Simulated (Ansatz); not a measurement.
Process, species as SMILES: Br (HBr) → Br atom + H atom
B3LYP-D3(BJ)/def2-TZVP geometries, fixed; electronic energies without zero-point terms.

Basis-set convergence of the bond dissociation energy at HF with Ansatz (a first-principles code). Cartesian d functions, on some or all atoms, in 6-31G; all else is spherical. Open shells are unrestricted. No added dispersion term, no relativity. Functions are those of the species that has most. Reference: the value in aug-cc-pV5Z, 65.02 kcal/mol, itself unsure by roughly 0.05 kcal/mol (its mean distance from pcseg-4, aug-pcseg-3, aug-cc-pVQZ). Deviations are taken from unrounded values.

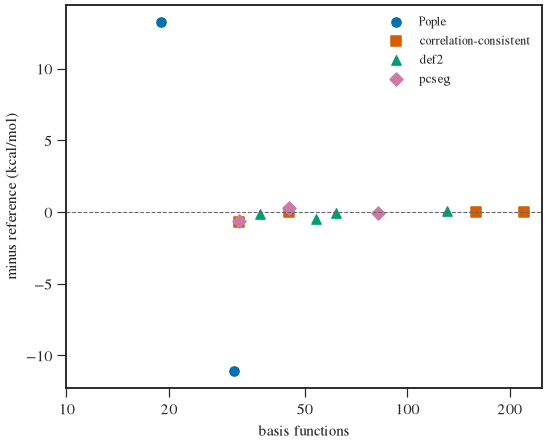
Fig. 1. Deviation from the reference against the number of basis functions, by family of sets.

| basis | functions | bond dissociation energy (kcal/mol) | minus reference (kcal/mol) |
|---|---|---|---|
| STO-3G | 19 | 78.26 | 13.25 |
| 6-31G | 31 | 53.95 | -11.07 |
| cc-pVDZ | 32 | 64.32 | -0.69 |
| pcseg-1 | 32 | 64.41 | -0.61 |
| def2-SVP | 37 | 64.87 | -0.15 |
| aug-cc-pVDZ | 45 | 65.02 | 0.00 |
| aug-pcseg-1 | 45 | 65.27 | 0.26 |
| def2-TZVP | 54 | 64.52 | -0.50 |
| def2-TZVPP | 62 | 64.98 | -0.04 |
| aug-pcseg-2 | 82 | 64.96 | -0.06 |
| def2-QZVPPD | 131 | 65.06 | 0.05 |
| cc-pV5Z | 159 | 65.01 | -0.01 |
| aug-cc-pV5Z | 220 | 65.02 | 0.00 |
